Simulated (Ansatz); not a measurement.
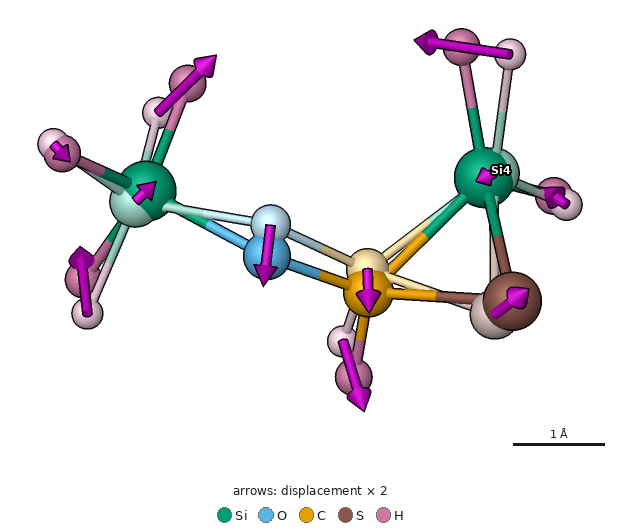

A relaxation of CH6OSSi2 (coarse preliminary run). The starting structure is drawn faded, the final one solid; purple arrows show the displacements, magnified 2 times. The two geometries are superimposed by the best rigid fit.

Style: ball-and-stick. Shown at a tilt.

The start comes from a force field.

These are results of Ansatz 0.2.0, RKS PBE-D4/def2-SVP, not measurements. Set-up: force threshold 0.03 eV/Å; at most 200 steps.

**What happened in the run?**

The energy falls by 0.571 eV in 14 accepted moves (15 points after the start). The largest force component goes from 2.6 to 0.028 eV/Å. The line search rejected the trial step at point 3 of the run. The largest move after the best rigid fit is that of an H atom, 0.67 Å. By element the largest moves are H 0.67 Å, O 0.35 Å, S 0.33 Å, C 0.26 Å, Si 0.17 Å. Near-neighbour distances that change, for instance: C–S 1.721 → 1.877 Å, H–Si 1.414 → 1.499 Å, H–Si 1.439 → 1.506 Å, C–Si 1.839 → 1.893 Å. Among the angles between lasting bonds that change: S–Si–H 106.2° → 118.4°, H–Si–H 123.0° → 113.6°, S–Si–H 110.4° → 118.7°. Groups turn about C–O by about 30°.
